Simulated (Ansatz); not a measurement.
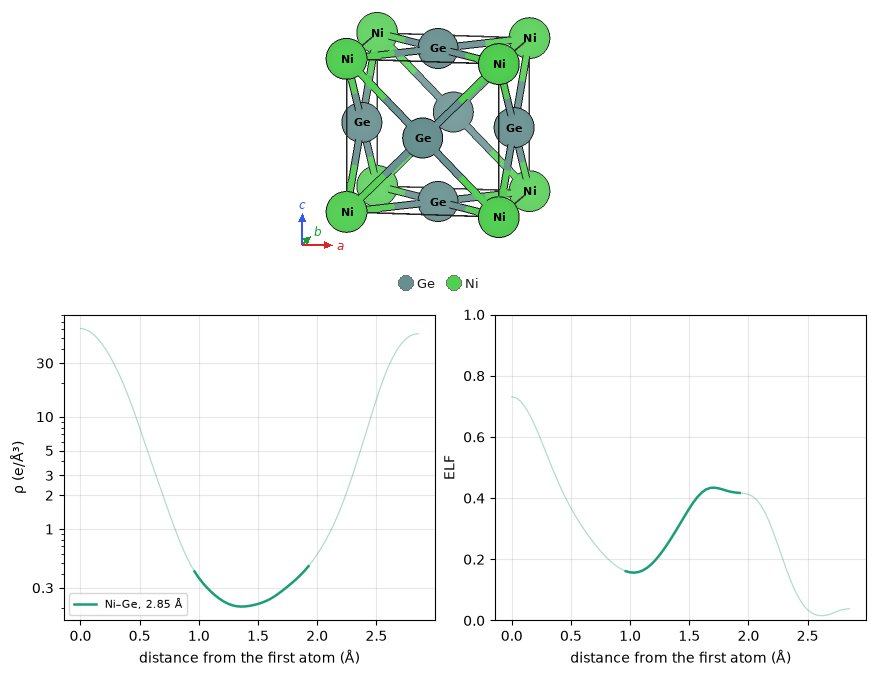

*NiGe3. Valence electron density and ELF along straight lines between neighbouring atoms. Thin, pale parts lie inside the atomic spheres. The structure is drawn too.*

Space group Pm-3m; started from the Cu3Au (L1_2) prototype, which need not be the ambient phase; computed without spin polarisation.

These are results of Ansatz, DFT PBE, scalar-relativistic, plane waves, PAW, not measurements.

Core electrons are frozen (PAW), and the valence fields are smoothed inside the atomic spheres.

```
CELL_PARAMETERS angstrom
4.03517 0.00000 0.00000
0.00000 4.03517 0.00000
0.00000 0.00000 4.03517
ATOMIC_POSITIONS crystal
Ge 0.00000 0.50000 0.50000
Ge 0.50000 0.00000 0.50000
Ge 0.50000 0.50000 0.00000
Ni 0.00000 0.00000 0.00000
```

What can be read from the curves?

Ni–Ge (2.85 Å): ρ is about 0.21 e/Å³ halfway; the ELF is about 0.30 at the midpoint: no localised pair shows between them.
